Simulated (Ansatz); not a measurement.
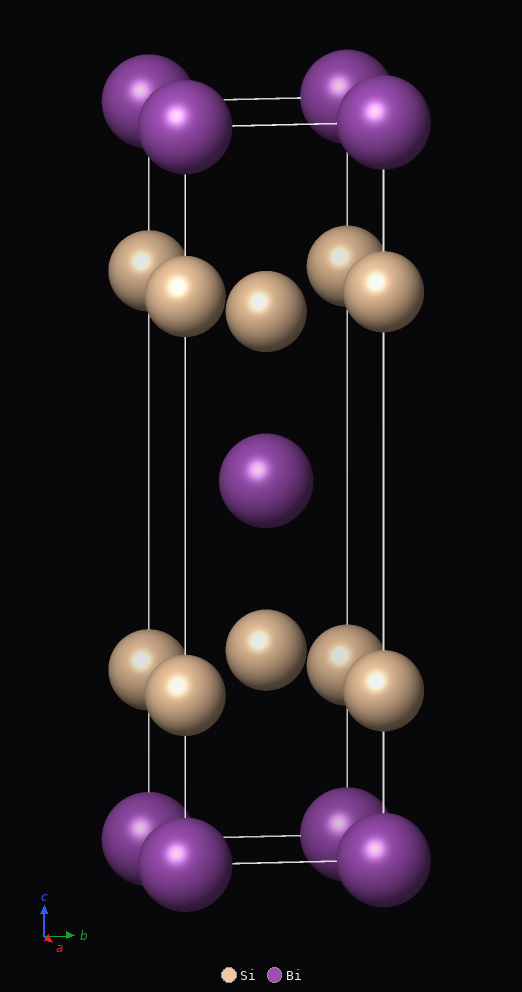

View slightly off an axis, drawn as a spheres-only model. The edges of the conventional unit cell are marked.

What is the chemical formula?

Answer. Si₂Bi. The cell holds 4 Si, 2 Bi, counting shared atoms by their share.

Identify the Bravais lattice.

Answer. Body-centred tetragonal.

State the space group and its number.

Answer. I4/mmm (No. 139), with Si on 4e and Bi on 2a.

Origin of the cell: a textbook structure type filled with these elements (whether it is the usual form wasn't checked). The geometry was optimised with DFT PBE, scalar-relativistic, plane waves, PAW (Ansatz 0.2.0).
